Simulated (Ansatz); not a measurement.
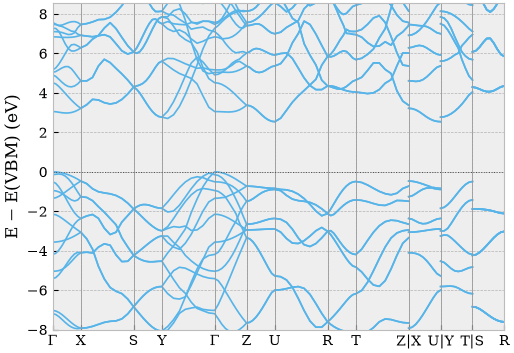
Figure. Band structure from DFT-PBE in the program Ansatz with PAW potentials

Q: Read off the gap and where the band edges lie.

A: About 2.5 eV (2.54 eV by a search for the band edges); maximum at Γ, minimum at U.

The material is SiC in space group Pnma (No. 62; Si on 4c, C on 4c).

The start of the workflow was typed in or built on a structure type; neither database checked (COD, Materials Project) lists it. It is not the phase usual at ambient conditions (space group No. 186, 216). Symmetry was held in the PBE relaxation; whether a distortion lowers the energy is not shown.

Potentials: the later of the program's two PAW sets.
